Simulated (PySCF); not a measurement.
# NEVPT2(8,8)/6-31G(d) (spherical functions) run of CH2F2 (difluoromethane)

What is the vertical ionisation energy of CH2F2 (difluoromethane) at NEVPT2(8,8)/6-31G* (spherical functions)? The job is set up through a Python script.

The calculation is run with PySCF 2.14.0.

## 1. Starting point

CH2F2: 5 atoms, total charge 0, spin state singlet. As SMILES, `FCF`. The coordinates come from a PBE0-D4/def2-TZVP relaxation.

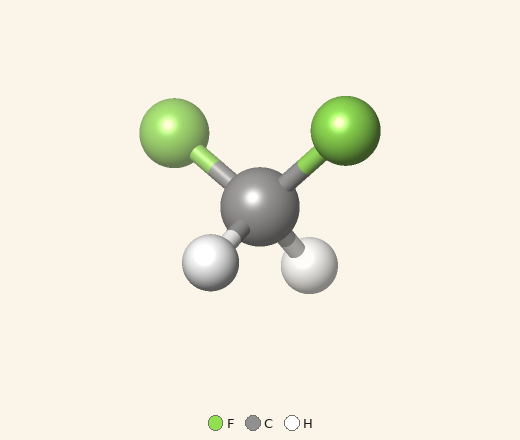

The structure, seen from a chosen angle (fluorine green, carbon grey, hydrogen white).

## 2. A single-point energy at NEVPT2(8,8)/6-31G(d) (spherical functions)

File job.py:

```python
import numpy
from pyscf import gto, scf, mp, mcscf, mrpt

molecule = gto.Mole()
molecule.atom = '''
F     -2.028243     0.361316     1.319596
C      0.019086    -0.031936    -0.155524
F      2.060746    -0.338639     1.347753
H     -0.269664    -1.762926    -1.246274
H      0.312372     1.633101    -1.343784
'''
molecule.unit = 'bohr'
molecule.basis = '6-31g*'
molecule.verbose = 3
molecule.max_memory = 1860
molecule.spin = 0
molecule.build()

calc0 = scf.RHF(molecule)
calc0.conv_tol = 1e-10
calc0.kernel()
if not calc0.converged:
    calc0 = calc0.newton().run(calc0.mo_coeff, calc0.mo_occ)

pt = mp.MP2(scf.addons.convert_to_uhf(calc0)).run()
noons, natorbs = mcscf.addons.make_natural_orbitals(pt)
print('natural occupations', numpy.round(noons[:40], 4))
cas = mcscf.CASSCF(calc0, 8, 8)
cas.fix_spin_(ss=0.0)
cas.natorb = True
cas.kernel(natorbs)
e_pt2 = mrpt.NEVPT(cas).kernel()
energy = cas.e_tot + e_pt2
print('Final energy', energy)
```

The run is started by

```
OMP_NUM_THREADS=1 python job.py
```

Output:

```text
converged SCF energy = -237.893113777569
E(UMP2) = -238.363289797948  E_corr = -0.470176020378558
E(SCS-UMP2) = -238.34761870718  E_corr = -0.454504929611023
natural occupations [1.9999e+00 1.9999e+00 1.9998e+00 1.9911e+00 1.9903e+00 1.9815e+00
 1.9790e+00 1.9766e+00 1.9765e+00 1.9745e+00 1.9744e+00 1.9656e+00
 1.9628e+00 3.3200e-02 2.9200e-02 2.0400e-02 1.7800e-02 1.5200e-02
 1.2800e-02 1.2000e-02 1.1800e-02 8.5000e-03 8.3000e-03 5.0000e-03
 4.9000e-03 4.7000e-03 4.7000e-03 4.6000e-03 4.1000e-03 3.8000e-03
 3.7000e-03 3.6000e-03 3.5000e-03 3.4000e-03 2.1000e-03 2.1000e-03
 1.5000e-03 1.4000e-03 1.3000e-03 1.1000e-03]
CASSCF energy = -238.010551342253
CASCI E = -238.010551342253  E(CI) = -22.0004734984346  S^2 = 0.0000000
Sr    (-1)',   E = -0.00750598314586
Si    (+1)',   E = -0.00238648803656
Sijrs (0)  ,   E = -0.13255084654518
Sijr  (+1) ,   E = -0.01309807718089
Srsi  (-1) ,   E = -0.04908909863576
Srs   (-2) ,   E = -0.04263722781105
Sij   (+2) ,   E = -0.00254193408047
Sir   (0)' ,   E = -0.08601179875339
Nevpt2 Energy = -0.335821454189152
Final energy -238.34637279644198
```

It took 11 s on 1 thread of Arm Neoverse V1, shared host; peak memory 0.14 GiB.

## 3. The doublet cation, same level

File calc.py:

```python
import numpy
from pyscf import gto, scf, mp, mcscf, mrpt

mol = gto.M(
    atom='''
F     -2.028243     0.361316     1.319596
C      0.019086    -0.031936    -0.155524
F      2.060746    -0.338639     1.347753
H     -0.269664    -1.762926    -1.246274
H      0.312372     1.633101    -1.343784
''',
    unit='bohr',
    basis='6-31g*',
    spin=1,
    charge=1,
    max_memory=1860,
    verbose=3,
)

mf = scf.ROHF(mol)
mf.conv_tol = 1e-10
mf.kernel()
if not mf.converged:
    mf = mf.newton().run(mf.mo_coeff, mf.mo_occ)

pt = mp.MP2(scf.addons.convert_to_uhf(mf)).run()
noons, natorbs = mcscf.addons.make_natural_orbitals(pt)
print('natural occupations', numpy.round(noons[:40], 4))
cas = mcscf.CASSCF(mf, 8, 7)
cas.fix_spin_(ss=0.75)
cas.natorb = True
cas.kernel(natorbs)
e_pt2 = mrpt.NEVPT(cas).kernel()
energy = cas.e_tot + e_pt2
print('Final energy', energy)
```

The run is started by

```
OMP_NUM_THREADS=1 python calc.py
```

Output:

```text
converged SCF energy = -237.3924792525
E(UMP2) = -237.893820482662  E_corr = -0.501341230161163
E(SCS-UMP2) = -237.871236189601  E_corr = -0.478756937100112
natural occupations [1.9999e+00 1.9999e+00 1.9998e+00 1.9905e+00 1.9896e+00 1.9796e+00
 1.9747e+00 1.9718e+00 1.9662e+00 1.9575e+00 1.9552e+00 1.9535e+00
 1.0236e+00 4.3000e-02 3.8600e-02 1.9200e-02 1.9100e-02 1.4500e-02
 1.3500e-02 1.0700e-02 8.4000e-03 8.3000e-03 8.2000e-03 4.6000e-03
 4.6000e-03 4.5000e-03 4.4000e-03 4.2000e-03 3.9000e-03 3.6000e-03
 3.5000e-03 3.4000e-03 3.2000e-03 3.1000e-03 2.2000e-03 1.7000e-03
 1.3000e-03 1.2000e-03 1.2000e-03 1.1000e-03]
CASSCF energy = -237.504525486494
CASCI E = -237.504525486494  E(CI) = -17.8557470957464  S^2 = 0.7500000
Sr    (-1)',   E = -0.01010962955381
Si    (+1)',   E = -0.02485113038320
Sijrs (0)  ,   E = -0.08963276591715
Sijr  (+1) ,   E = -0.03133334083201
Srsi  (-1) ,   E = -0.06896455303109
Srs   (-2) ,   E = -0.02445864201860
Sij   (+2) ,   E = -0.00510446328578
Sir   (0)' ,   E = -0.10907132949636
Nevpt2 Energy = -0.363525854518013
Final energy -237.86805134101243
```

Run time: 6 s. Hardware: 1 thread of Arm Neoverse V1, shared host; peak memory 0.14 GiB.

## 4. Summary of results

Level: NEVPT2(8,8)/6-31G* (spherical functions).

| quantity | value |
| --- | --- |
| singlet CH2F2: total energy | -238.34637 Eh |
| singlet CH2F2: dipole moment (Hartree–Fock density) | 2.10 D |
| singlet CH2F2: HOMO energy (Hartree–Fock orbitals) | -14.33 eV |
| singlet CH2F2: LUMO energy (Hartree–Fock orbitals) | 6.79 eV |
| singlet CH2F2: HOMO–LUMO gap (Hartree–Fock orbitals) | 21.13 eV |
| doublet cation: total energy | -237.86805 Eh |
| vertical ionisation energy (to the doublet cation) | 13.016 eV |

What this shows: The vertical ionisation energy comes to 13.02 eV (300 kcal/mol). Mulliken charges (singlet CH2F2) of the mean-field density run from -0.42 on F3 to +0.54 on C2; they depend strongly on the basis. Mulliken charges (doublet cation) of the mean-field density run from -0.20 on F1 to +0.50 on C2; they depend strongly on the basis.
